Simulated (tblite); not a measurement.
**Geometry relaxation of CH$_{3}$ClFGe**

System: CH$_{3}$ClFGe, multiplicity 2, SMILES F[C](Cl)[GeH3].
Method: GFN2-xTB geometry optimisation, gas phase (tblite 0.8.0).

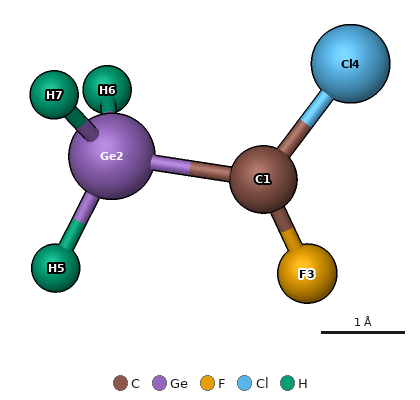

Figure 1. The starting structure (ball-and-stick view, seen at a tilt; atoms are numbered from 1 in the order of the input). Sticks mark near contacts. Bond lengths as drawn: C–Cl 1.76 Å, C–F 1.32 Å, C–Ge 1.93 Å and Ge–H 1.51 to 1.54 Å.

## Input file
```
{"job": {"kind": "relax", "xc": "GFN2-xTB", "basis": "xTB"}, "charge": 0, "multiplicity": 2}
C     -0.211638    -0.531975     0.178331
Ge     0.919039    -2.076496    -0.059337
F     -0.908380    -0.166669    -0.882284
Cl    -1.086583    -0.450674     1.708520
H      1.268336    -2.234303    -1.546438
H      0.195922    -3.319776     0.412534
H      2.179223    -1.880151     0.747712
```

The first line tells a small driver script what to run in tblite; the rest is the geometry in Å.

Hardware: 1 CPU thread, shared host.

Launched with:
```bash
OMP_NUM_THREADS=1 python <driver script> task.json out
```

## Log
```
step      E/eV     max force
  0    -402.49945    1.339
  1    -402.55042    0.782
  2    -402.57539    0.426
  3    -402.58106    0.403
  4    -402.58923    0.116
  5    -402.59005    0.119
  6    -402.59226    0.157
  7    -402.59415    0.182
  8    -402.59615    0.136
  9    -402.59731    0.089
 10    -402.59817    0.098
 11    -402.59910    0.111
 12    -402.60028    0.133
 13    -402.60119    0.088
 14    -402.60165    0.057
 15    -402.60200    0.064
 16    -402.60252    0.109
 17    -402.60318    0.123
 18    -402.60371    0.075
 19    -402.60393    0.041
 20    -402.60402    0.032
 21    -402.60411    0.053
 22    -402.60429    0.072
 23    -402.60453    0.065
 24    -402.60473    0.052
 25    -402.60485    0.035
 26    -402.60497    0.050
 27    -402.60519    0.088
 28    -402.60569    0.138
 29    -402.60676    0.190
 30    -402.60814    0.199
 31    -402.60927    0.121
 32    -402.60994    0.039
 33    -402.61004    0.044
 34    -402.61017    0.045
 35    -402.61058    0.042
 36    -402.61092    0.057
 37    -402.61148    0.080
 38    -402.61194    0.075
 39    -402.61231    0.050
 40    -402.61257    0.039
 41    -402.61277    0.045
 42    -402.61302    0.054
 43    -402.61325    0.041
 44    -402.61348    0.084
 45    -402.61364    0.040
 46    -402.61378    0.029
 47    -402.61388    0.022
 48    -402.61397    0.027
 49    -402.61406    0.021
 50    -402.61409    0.012
 51    -402.61410    0.009
 52    -402.61411    0.009
 53    -402.61412    0.012
 54    -402.61413    0.012
 55    -402.61414    0.007
```

## Trajectory as extended XYZ (Å, eV, eV/Å), 29 frames, from step=0 to step=55
```
7
Properties=species:S:1:pos:R:3:forces:R:3 step=0 energy=-402.49945
C    -0.2116   -0.5320    0.1783    0.0530  -0.2260   1.3180
Ge    0.9190   -2.0765   -0.0593    0.4690  -0.4880  -0.3270
F    -0.9084   -0.1667   -0.8823   -0.6750   0.4070  -0.3560
Cl   -1.0866   -0.4507    1.7085    0.4160   0.0750  -1.0730
H     1.2683   -2.2343   -1.5464   -0.1580   0.1510   0.5800
H     0.1959   -3.3198    0.4125    0.1600   0.1360  -0.0330
H     2.1792   -1.8802    0.7477   -0.2650  -0.0550  -0.1100
7
Properties=species:S:1:pos:R:3:forces:R:3 step=2 energy=-402.57539
C    -0.2145   -0.5391    0.2114    0.1330  -0.2190  -0.3400
Ge    0.9344   -2.0929   -0.0706   -0.0280  -0.0200   0.0280
F    -0.9259   -0.1554   -0.8819   -0.0570   0.0680   0.3560
Cl   -1.0727   -0.4470    1.6701   -0.0500   0.1110  -0.1490
H     1.2624   -2.2282   -1.5251   -0.0440   0.0910   0.1340
H     0.2025   -3.3149    0.4113    0.1210   0.0210  -0.0130
H     2.1696   -1.8826    0.7439   -0.0750  -0.0510  -0.0170
7
Properties=species:S:1:pos:R:3:forces:R:3 step=4 energy=-402.58923
C    -0.2056   -0.5562    0.1990   -0.0270  -0.0420  -0.0780
Ge    0.9363   -2.0990   -0.0705   -0.0350  -0.0220   0.0760
F    -0.9360   -0.1464   -0.8609   -0.0390   0.0800  -0.0310
Cl   -1.0722   -0.4382    1.6508    0.0130   0.0580   0.0460
H     1.2583   -2.2201   -1.5120    0.0170   0.0500  -0.0860
H     0.2128   -3.3133    0.4104    0.0500  -0.1010   0.0260
H     2.1624   -1.8868    0.7422    0.0210  -0.0220   0.0460
7
Properties=species:S:1:pos:R:3:forces:R:3 step=6 energy=-402.59226
C    -0.2074   -0.5631    0.1904   -0.1340   0.0310   0.0740
Ge    0.9343   -2.1026   -0.0656    0.0270  -0.0410  -0.0830
F    -0.9411   -0.1377   -0.8586   -0.0030   0.0490  -0.0760
Cl   -1.0703   -0.4312    1.6497    0.0760   0.0380  -0.0110
H     1.2585   -2.2139   -1.5151   -0.0020   0.0390   0.0290
H     0.2194   -3.3219    0.4125    0.0340  -0.1060   0.0270
H     2.1624   -1.8896    0.7458    0.0010  -0.0090   0.0400
7
Properties=species:S:1:pos:R:3:forces:R:3 step=8 energy=-402.59615
C    -0.2195   -0.5727    0.1807   -0.0980   0.0140   0.0790
Ge    0.9323   -2.1109   -0.0629    0.0050   0.0090  -0.1350
F    -0.9495   -0.1199   -0.8604    0.0610  -0.0230  -0.0440
Cl   -1.0618   -0.4167    1.6479    0.0620   0.0290   0.0060
H     1.2590   -2.2009   -1.5187   -0.0110   0.0060   0.1080
H     0.2334   -3.3440    0.4178    0.0450  -0.0430  -0.0110
H     2.1621   -1.8950    0.7546   -0.0640   0.0060  -0.0030
7
Properties=species:S:1:pos:R:3:forces:R:3 step=10 energy=-402.59817
C    -0.2300   -0.5778    0.1790    0.0200  -0.0520  -0.0060
Ge    0.9303   -2.1142   -0.0667   -0.0570   0.0310   0.0160
F    -0.9504   -0.1119   -0.8642    0.0570  -0.0410   0.0010
Cl   -1.0546   -0.4072    1.6489    0.0050   0.0410   0.0490
H     1.2591   -2.1939   -1.5163    0.0080  -0.0110   0.0170
H     0.2435   -3.3577    0.4196    0.0580   0.0180  -0.0470
H     2.1580   -1.8973    0.7588   -0.0920   0.0150  -0.0300
7
Properties=species:S:1:pos:R:3:forces:R:3 step=12 energy=-402.60028
C    -0.2395   -0.5867    0.1786    0.0600  -0.0530  -0.0210
Ge    0.9237   -2.1148   -0.0705   -0.0530  -0.0090   0.1210
F    -0.9455   -0.1086   -0.8685    0.0170  -0.0280   0.0320
Cl   -1.0465   -0.3943    1.6540   -0.0210   0.0490   0.0270
H     1.2598   -2.1884   -1.5115    0.0210  -0.0150  -0.0880
H     0.2585   -3.3694    0.4167    0.0290   0.0230  -0.0580
H     2.1453   -1.8978    0.7601   -0.0530   0.0330  -0.0130
7
Properties=species:S:1:pos:R:3:forces:R:3 step=14 energy=-402.60165
C    -0.2450   -0.5962    0.1780    0.0140   0.0010   0.0270
Ge    0.9167   -2.1166   -0.0691    0.0160  -0.0360   0.0110
F    -0.9409   -0.1071   -0.8695   -0.0080  -0.0170   0.0290
Cl   -1.0405   -0.3810    1.6581   -0.0110   0.0430  -0.0140
H     1.2612   -2.1845   -1.5110    0.0030  -0.0110  -0.0450
H     0.2719   -3.3785    0.4115   -0.0240  -0.0290  -0.0370
H     2.1327   -1.8963    0.7610    0.0100   0.0480   0.0280
7
Properties=species:S:1:pos:R:3:forces:R:3 step=16 energy=-402.60252
C    -0.2460   -0.6011    0.1796   -0.0110   0.0220   0.0360
Ge    0.9146   -2.1204   -0.0674    0.0540  -0.0080  -0.0940
F    -0.9395   -0.1079   -0.8670   -0.0100  -0.0160   0.0050
Cl   -1.0387   -0.3704    1.6589    0.0000   0.0310  -0.0060
H     1.2620   -2.1836   -1.5145   -0.0170  -0.0060   0.0420
H     0.2764   -3.3854    0.4055   -0.0420  -0.0580  -0.0180
H     2.1271   -1.8912    0.7639    0.0260   0.0360   0.0350
7
Properties=species:S:1:pos:R:3:forces:R:3 step=18 energy=-402.60371
C    -0.2478   -0.6080    0.1849   -0.0140   0.0160   0.0020
Ge    0.9143   -2.1269   -0.0696    0.0380   0.0200  -0.0620
F    -0.9373   -0.1113   -0.8632   -0.0120  -0.0160  -0.0170
Cl   -1.0360   -0.3505    1.6611    0.0150   0.0070   0.0100
H     1.2626   -2.1829   -1.5184   -0.0190   0.0050   0.0730
H     0.2810   -3.4006    0.3935   -0.0230  -0.0290  -0.0180
H     2.1191   -1.8800    0.7708    0.0170  -0.0030   0.0130
7
Properties=species:S:1:pos:R:3:forces:R:3 step=20 energy=-402.60402
C    -0.2487   -0.6088    0.1861    0.0000   0.0010  -0.0140
Ge    0.9153   -2.1273   -0.0716   -0.0030   0.0080   0.0310
F    -0.9372   -0.1131   -0.8634   -0.0160  -0.0150  -0.0100
Cl   -1.0347   -0.3459    1.6623    0.0160   0.0040   0.0040
H     1.2621   -2.1826   -1.5167   -0.0030   0.0080   0.0130
H     0.2812   -3.4046    0.3897   -0.0030   0.0070  -0.0270
H     2.1179   -1.8777    0.7726    0.0090  -0.0120   0.0020
7
Properties=species:S:1:pos:R:3:forces:R:3 step=22 energy=-402.60429
C    -0.2496   -0.6087    0.1852    0.0070  -0.0020  -0.0060
Ge    0.9163   -2.1262   -0.0703   -0.0280  -0.0080   0.0660
F    -0.9394   -0.1159   -0.8650   -0.0170  -0.0180   0.0030
Cl   -1.0318   -0.3432    1.6634    0.0140   0.0070  -0.0100
H     1.2611   -2.1814   -1.5129    0.0140   0.0090  -0.0370
H     0.2805   -3.4064    0.3846    0.0060   0.0230  -0.0220
H     2.1188   -1.8783    0.7741    0.0030  -0.0120   0.0050
7
Properties=species:S:1:pos:R:3:forces:R:3 step=24 energy=-402.60473
C    -0.2513   -0.6100    0.1838    0.0080   0.0040   0.0090
Ge    0.9166   -2.1261   -0.0649   -0.0230  -0.0090   0.0170
F    -0.9447   -0.1232   -0.8667   -0.0150  -0.0230   0.0120
Cl   -1.0245   -0.3329    1.6647    0.0090   0.0110  -0.0130
H     1.2601   -2.1778   -1.5079    0.0260   0.0160  -0.0420
H     0.2805   -3.4118    0.3709    0.0040   0.0190   0.0070
H     2.1193   -1.8782    0.7790   -0.0090  -0.0180   0.0110
7
Properties=species:S:1:pos:R:3:forces:R:3 step=26 energy=-402.60497
C    -0.2520   -0.6115    0.1840    0.0050   0.0110   0.0050
Ge    0.9156   -2.1272   -0.0622    0.0120   0.0070  -0.0480
F    -0.9481   -0.1283   -0.8662   -0.0150  -0.0240   0.0020
Cl   -1.0199   -0.3247    1.6649    0.0030   0.0110   0.0070
H     1.2611   -2.1746   -1.5078    0.0180   0.0180   0.0010
H     0.2816   -3.4154    0.3636   -0.0070   0.0000   0.0230
H     2.1176   -1.8782    0.7829   -0.0170  -0.0230   0.0100
7
Properties=species:S:1:pos:R:3:forces:R:3 step=28 energy=-402.60569
C    -0.2526   -0.6131    0.1847    0.0040   0.0160  -0.0160
Ge    0.9137   -2.1288   -0.0600    0.0710   0.0250  -0.1150
F    -0.9605   -0.1466   -0.8653   -0.0160  -0.0200  -0.0140
Cl   -1.0067   -0.3023    1.6659   -0.0060   0.0100   0.0440
H     1.2676   -2.1629   -1.5085    0.0030   0.0160   0.0690
H     0.2831   -3.4226    0.3478   -0.0260  -0.0240   0.0330
H     2.1113   -1.8838    0.7943   -0.0310  -0.0250  -0.0010
7
Properties=species:S:1:pos:R:3:forces:R:3 step=30 energy=-402.60814
C    -0.2511   -0.6110    0.1847   -0.0710   0.0380  -0.0910
Ge    0.9135   -2.1290   -0.0562    0.1320   0.0220  -0.1470
F    -1.0184   -0.2310   -0.8636    0.0330  -0.0280   0.0700
Cl   -0.9519   -0.2183    1.6721    0.0070  -0.0020   0.0320
H     1.2955   -2.1132   -1.5027   -0.0040  -0.0010   0.1400
H     0.2800   -3.4417    0.2856   -0.0430  -0.0210   0.0270
H     2.0884   -1.9158    0.8391   -0.0540  -0.0090  -0.0310
7
Properties=species:S:1:pos:R:3:forces:R:3 step=32 energy=-402.60994
C    -0.2486   -0.6057    0.1803    0.0030  -0.0200  -0.0020
Ge    0.9189   -2.1257   -0.0604    0.0020   0.0010   0.0070
F    -1.0421   -0.2667   -0.8584   -0.0290   0.0150  -0.0170
Cl   -0.9326   -0.1949    1.6723    0.0190  -0.0090   0.0210
H     1.3080   -2.0944   -1.4949    0.0370  -0.0130   0.0000
H     0.2730   -3.4387    0.2683   -0.0280   0.0040  -0.0010
H     2.0792   -1.9339    0.8517   -0.0050   0.0200  -0.0070
7
Properties=species:S:1:pos:R:3:forces:R:3 step=34 energy=-402.61017
C    -0.2463   -0.6019    0.1790   -0.0100  -0.0220  -0.0200
Ge    0.9214   -2.1234   -0.0600   -0.0230  -0.0080   0.0100
F    -1.0505   -0.2781   -0.8578   -0.0090   0.0120   0.0130
Cl   -0.9277   -0.1929    1.6731    0.0190  -0.0050   0.0120
H     1.3131   -2.0914   -1.4932    0.0410  -0.0140  -0.0110
H     0.2658   -3.4338    0.2635   -0.0160   0.0120  -0.0030
H     2.0801   -1.9385    0.8544   -0.0020   0.0240  -0.0010
7
Properties=species:S:1:pos:R:3:forces:R:3 step=36 energy=-402.61092
C    -0.2449   -0.5999    0.1748   -0.0200   0.0020   0.0360
Ge    0.9234   -2.1213   -0.0616   -0.0290  -0.0160  -0.0150
F    -1.0596   -0.2841   -0.8551   -0.0160   0.0180   0.0050
Cl   -0.9223   -0.2001    1.6768    0.0390  -0.0150  -0.0390
H     1.3277   -2.0951   -1.4930    0.0190  -0.0160   0.0080
H     0.2503   -3.4227    0.2643    0.0110   0.0100  -0.0100
H     2.0813   -1.9369    0.8528   -0.0020   0.0190   0.0160
7
Properties=species:S:1:pos:R:3:forces:R:3 step=38 energy=-402.61194
C    -0.2521   -0.6097    0.1704   -0.0350   0.0430   0.0280
Ge    0.9208   -2.1252   -0.0649    0.0060   0.0160  -0.0150
F    -1.0831   -0.2986   -0.8484   -0.0040   0.0060   0.0210
Cl   -0.8939   -0.1800    1.6804    0.0390  -0.0270  -0.0570
H     1.3559   -2.0890   -1.4878   -0.0120  -0.0240   0.0120
H     0.2410   -3.4250    0.2467    0.0220  -0.0120  -0.0110
H     2.0674   -1.9325    0.8627   -0.0160  -0.0010   0.0240
7
Properties=species:S:1:pos:R:3:forces:R:3 step=40 energy=-402.61257
C    -0.2606   -0.6175    0.1677   -0.0010   0.0280  -0.0270
Ge    0.9181   -2.1280   -0.0655    0.0050   0.0270   0.0110
F    -1.1067   -0.3175   -0.8427   -0.0010  -0.0010   0.0310
Cl   -0.8630   -0.1493    1.6788    0.0070  -0.0150  -0.0090
H     1.3736   -2.0759   -1.4799   -0.0080  -0.0280  -0.0180
H     0.2434   -3.4365    0.2218    0.0200  -0.0060  -0.0100
H     2.0511   -1.9353    0.8789   -0.0230  -0.0050   0.0220
7
Properties=species:S:1:pos:R:3:forces:R:3 step=42 energy=-402.61302
C    -0.2646   -0.6191    0.1637    0.0290   0.0060  -0.0460
Ge    0.9173   -2.1272   -0.0657   -0.0030   0.0020   0.0090
F    -1.1318   -0.3416   -0.8343   -0.0130   0.0050   0.0130
Cl   -0.8344   -0.1225    1.6758   -0.0150   0.0010   0.0360
H     1.3897   -2.0645   -1.4741   -0.0020  -0.0270  -0.0230
H     0.2441   -3.4432    0.1969    0.0190   0.0120  -0.0100
H     2.0356   -1.9419    0.8967   -0.0160   0.0020   0.0200
7
Properties=species:S:1:pos:R:3:forces:R:3 step=44 energy=-402.61348
C    -0.2650   -0.6160    0.1549    0.0520  -0.0060  -0.0180
Ge    0.9182   -2.1236   -0.0681    0.0050  -0.0250  -0.0180
F    -1.1682   -0.3735   -0.8171   -0.0470   0.0150  -0.0570
Cl   -0.7979   -0.0978    1.6724   -0.0180   0.0150   0.0810
H     1.4162   -2.0600   -1.4695   -0.0030  -0.0140   0.0030
H     0.2390   -3.4419    0.1659    0.0120   0.0100  -0.0030
H     2.0137   -1.9472    0.9204   -0.0010   0.0060   0.0130
7
Properties=species:S:1:pos:R:3:forces:R:3 step=46 energy=-402.61378
C    -0.2627   -0.6130    0.1534    0.0130   0.0090   0.0140
Ge    0.9195   -2.1233   -0.0692    0.0020   0.0020  -0.0080
F    -1.1687   -0.3734   -0.8179   -0.0190   0.0110  -0.0190
Cl   -0.8004   -0.1033    1.6762    0.0040  -0.0080   0.0040
H     1.4178   -2.0642   -1.4707   -0.0040  -0.0110   0.0030
H     0.2350   -3.4370    0.1680    0.0100  -0.0050   0.0000
H     2.0154   -1.9458    0.9192   -0.0060   0.0020   0.0070
7
Properties=species:S:1:pos:R:3:forces:R:3 step=48 energy=-402.61397
C    -0.2604   -0.6088    0.1528    0.0070   0.0040   0.0250
Ge    0.9198   -2.1223   -0.0702    0.0060   0.0210  -0.0050
F    -1.1602   -0.3582   -0.8215   -0.0110   0.0060  -0.0130
Cl   -0.8115   -0.1209    1.6794    0.0130  -0.0120  -0.0180
H     1.4116   -2.0766   -1.4743   -0.0030   0.0000   0.0050
H     0.2366   -3.4330    0.1792   -0.0020  -0.0210   0.0070
H     2.0200   -1.9403    0.9136   -0.0110   0.0010  -0.0010
7
Properties=species:S:1:pos:R:3:forces:R:3 step=50 energy=-402.61409
C    -0.2616   -0.6087    0.1524    0.0080   0.0010   0.0010
Ge    0.9185   -2.1218   -0.0713    0.0020   0.0040   0.0000
F    -1.1552   -0.3437   -0.8241    0.0000  -0.0020  -0.0040
Cl   -0.8153   -0.1308    1.6802    0.0050  -0.0060  -0.0030
H     1.4082   -2.0843   -1.4761   -0.0020   0.0080   0.0020
H     0.2419   -3.4351    0.1870   -0.0060  -0.0090   0.0050
H     2.0194   -1.9356    0.9109   -0.0070   0.0050  -0.0020
7
Properties=species:S:1:pos:R:3:forces:R:3 step=52 energy=-402.61411
C    -0.2620   -0.6092    0.1521    0.0050   0.0020  -0.0060
Ge    0.9182   -2.1219   -0.0717   -0.0040  -0.0070   0.0020
F    -1.1563   -0.3442   -0.8239    0.0030  -0.0030   0.0000
Cl   -0.8133   -0.1299    1.6800    0.0030  -0.0040   0.0020
H     1.4095   -2.0832   -1.4758   -0.0030   0.0050   0.0000
H     0.2418   -3.4360    0.1868   -0.0010   0.0000   0.0010
H     2.0179   -1.9355    0.9114   -0.0020   0.0060   0.0020
7
Properties=species:S:1:pos:R:3:forces:R:3 step=54 energy=-402.61413
C    -0.2611   -0.6087    0.1513   -0.0020   0.0030  -0.0040
Ge    0.9179   -2.1222   -0.0719   -0.0060  -0.0110   0.0010
F    -1.1567   -0.3447   -0.8239    0.0030  -0.0010   0.0030
Cl   -0.8117   -0.1311    1.6801    0.0020  -0.0030  -0.0020
H     1.4101   -2.0824   -1.4757   -0.0030   0.0010   0.0000
H     0.2409   -3.4364    0.1874    0.0030   0.0070  -0.0030
H     2.0166   -1.9344    0.9117    0.0020   0.0030   0.0040
7
Properties=species:S:1:pos:R:3:forces:R:3 step=55 energy=-402.61414
C    -0.2603   -0.6081    0.1508   -0.0030   0.0010  -0.0010
Ge    0.9177   -2.1225   -0.0719   -0.0030  -0.0060   0.0000
F    -1.1560   -0.3438   -0.8241    0.0020   0.0000   0.0020
Cl   -0.8121   -0.1331    1.6802    0.0020  -0.0020  -0.0030
H     1.4094   -2.0828   -1.4758   -0.0020   0.0000   0.0000
H     0.2407   -3.4363    0.1884    0.0020   0.0050  -0.0020
H     2.0165   -1.9333    0.9114    0.0020   0.0010   0.0030
```

## Key numbers

| quantity | value |
| --- | --- |
| outcome | converged |
| total energy | −402.6141 eV |
| peak memory | 0.18 GiB |
